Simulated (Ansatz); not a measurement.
CH3KO

The calculation's input:

```
crystal:
  periodic: [false, false, false]
  atoms:
    - symbol: C
      position_ang: [-1.223027, -0.062096, 0.174375]
    - symbol: K
      position_ang: [-0.218319, -0.514765, -2.194099]
    - symbol: O
      position_ang: [0.232172, 0.181253, 0.116958]
    - symbol: H
      position_ang: [0.566588, 0.469282, 0.974616]
    - symbol: H
      position_ang: [-1.419898, -0.819988, 0.961067]
    - symbol: H
      position_ang: [-1.720561, 0.871555, 0.510232]
basis:
  gaussian:
    orbitals: def2-TZVPD
output: {forces: true, orbitals: {seedname: orbitals}}
hamiltonian:
  xc: pbe0
```

Command:

```sh
ansatz run input.yaml --threads 1 --pin off --max-ram 2610MiB --events-out events.jsonl --progress --plain --runs-dir runs
```

Geometry: PBE0-D3(BJ)/def2-SVP.

Level of theory: isolated molecule in a Gaussian basis; Kohn-Sham density functional theory, functional PBE0 (Ansatz 0.2.0).

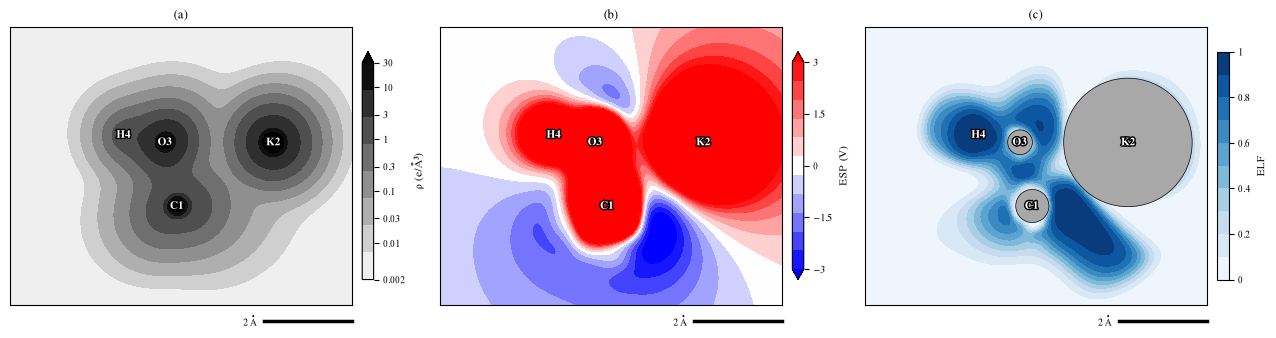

Figure 1. (a) electron density; (b) molecular electrostatic potential; (c) electron localisation function on the plane of atoms K2, C1 and O3. Grey discs cover the atomic cores in the ELF map.

**What does the map show?**

- Atoms in the plane: C, K, O and H.
- C–O (1.48 Å): ρ at the midpoint is about 1.7 e/Å³, with its minimum of 1.4 e/Å³ about 0.5 Å from C; the ELF peaks at about 0.85 between the atoms (a polar covalent bond).
- K–O (2.46 Å): ρ is about 0.19 e/Å³ halfway; the ELF is about 0.05 at the midpoint; an ionic contact with no shared pair.
- C–K (2.61 Å): ρ is about 0.19 e/Å³ halfway; the ELF peaks at about 0.85 in the valence shell of C, 0.7 Å from its nucleus, and is about 0.10 at the midpoint.
- O–H (0.96 Å): ρ at the midpoint is about 3.8 e/Å³; the ELF climbs to about 1 towards the hydrogen, as it does in any bond to H; a covalent bond by its length.
- Outside the dense part of the molecule the potential is most negative (−4.0 V) near C1.

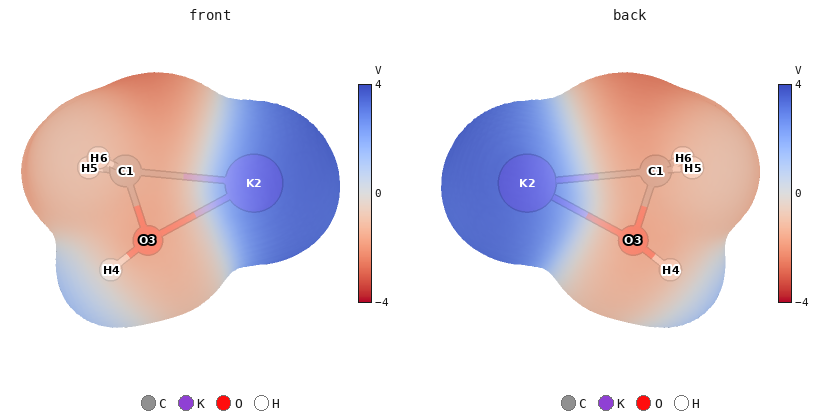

Figure 2. The molecular electrostatic potential painted on the density surface at 0.002 e/bohr³, seen from the front and from behind; the colour scale runs from red (negative) to blue (positive).

**Which sites attract a positive test charge, and which a negative one?**

A positive charge is drawn to the negative regions and a negative charge to the positive ones. The most negative region (about −2.5 V) lies over C1, the most positive (about +3.5 V) over K2.

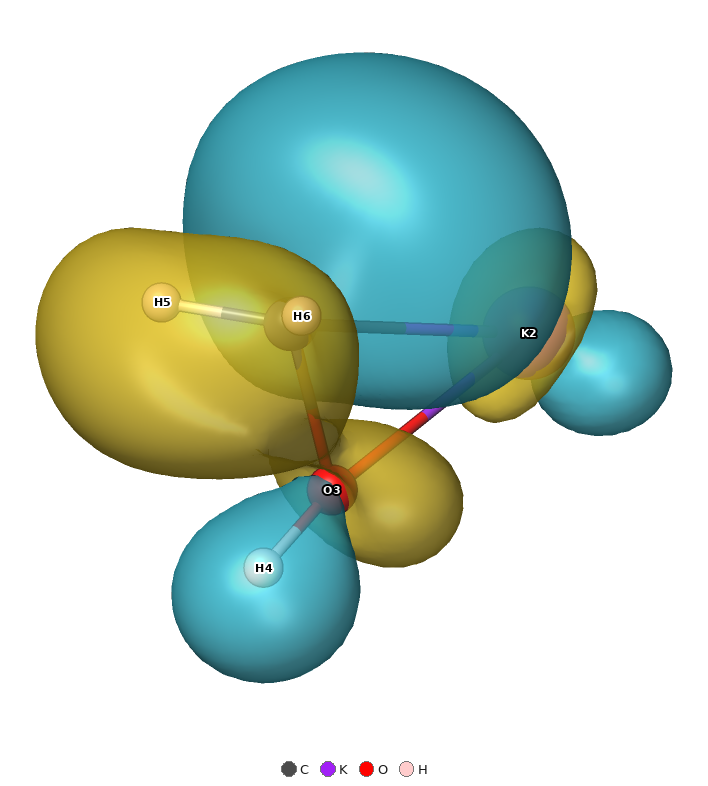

Figure 3. The HOMO at ±0.06 Å⁻³ᐟ² (yellow and cyan are the two phases), seen at an oblique angle.

**Where does this orbital lie, and at what energy?**

Its weight (Hirshfeld) is mainly on C1 (about 65 %), K2 (about 15 %), O3 (about 5 %), H5 (about 5 %) and H6 (about 5 %). Its energy is −3.61 eV.
